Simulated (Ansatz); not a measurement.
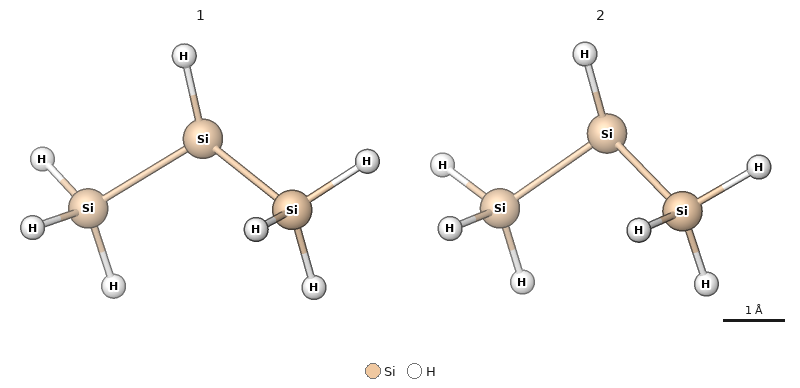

Two geometries of Si3H7 (multiplicity 2) (coarse preliminary run), drawn at one scale. One is the start of a relaxation, the other its converged end. Style: ball-and-stick. Shown at a tilt.

The calculation used UKS PBE-D4/def2-SVP (Ansatz). Settings: force threshold 0.03 eV/Å; at most 200 steps.

Question: Which geometry has the lower energy?

Answer: Structure 1 is the relaxed one. The start comes from a force field. The atom that moves furthest after the best rigid fit is an H atom (0.34 Å). Largest moves by element: H 0.34 Å, Si 0.21 Å. Some distances before and after: Si–Si 2.223 → 2.340 Å, H–Si 1.424 → 1.505 Å, Si–Si 2.275 → 2.340 Å, H–Si 1.532 → 1.507 Å. Bond angles that change, for instance: Si–Si–Si 104.6° → 116.2°, Si–Si–H 111.6° → 108.8°, H–Si–H 105.7° → 108.4°. The energy falls by 29.9 kJ/mol in 5 geometry steps. The largest force component goes from 2.1 to 0.023 eV/Å. The run took roughly 17 core-seconds on a shared host.
